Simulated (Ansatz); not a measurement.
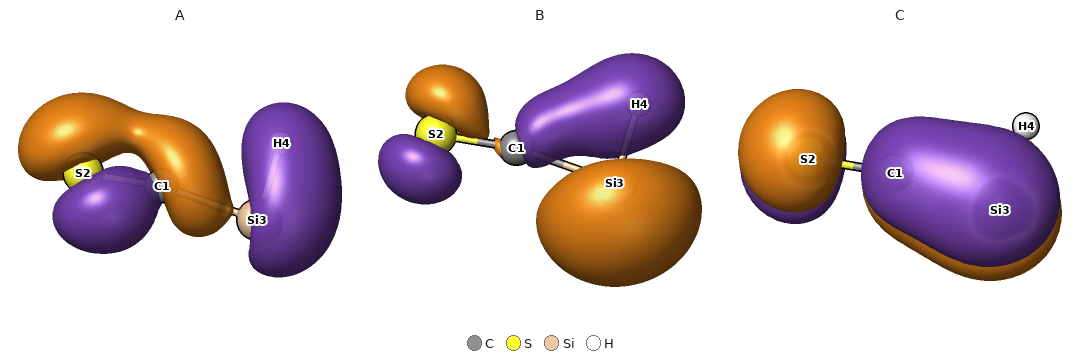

Figure. CHSSi (SMILES [SiH+]=C=S) (charge +1). Three frontier orbitals at ±0.1 Å⁻³ᐟ² (orange and purple are the two phases), in no order.

Geometry: PBE0-D3(BJ)/def2-SVP.

Computed with Ansatz 0.2.0, isolated molecule in a Gaussian basis; Kohn-Sham density functional theory, functional PBE0.

Input file:

```
crystal:
  periodic: [false, false, false]
  atoms:
    - {symbol: C, position_ang: [-0.903118, 0.017647, -0.150847]}
    - {symbol: S, position_ang: [-1.667704, 1.196660, -0.694800]}
    - {symbol: Si, position_ang: [-0.163875, -1.496388, 0.780385]}
    - {symbol: H, position_ang: [0.939417, -1.504399, -0.269239]}
basis:
  gaussian: {orbitals: def2-TZVPD}
hamiltonian: {xc: {name: PBE0}}
output: {forces: true, orbitals: {seedname: orbitals}}
total_charge: 1
```

Launched as:

```sh
ansatz run input.yaml --threads 1 --pin off --max-ram 2610MiB --events-out events.jsonl --progress --plain --runs-dir runs
```

Order the three orbitals by energy and name them.

A is the HOMO−1 (−15.97 eV). By Hirshfeld shares it lies mainly on S2 (about 30 %), Si3 (about 30 %), C1 (about 30 %) and H4 (about 15 %); it is symmetric in the molecular plane (an in-plane orbital: σ, lone-pair or in-plane π type). B is the HOMO (−13.22 eV). By Hirshfeld shares it lies mainly on Si3 (about 65 %), H4 (about 15 %), S2 (about 10 %) and C1 (about 10 %); it is symmetric in the molecular plane (an in-plane orbital: σ, lone-pair or in-plane π type). C is the LUMO (−9.96 eV). It lies mainly on Si3 (about 40 %), S2 (about 30 %) and C1 (about 25 %); it changes sign across the molecular plane (π type); π-bonding across C1–Si3; π-antibonding (a node) across C1–S2.

What is the HOMO–LUMO gap?

3.26 eV between the orbital energies.
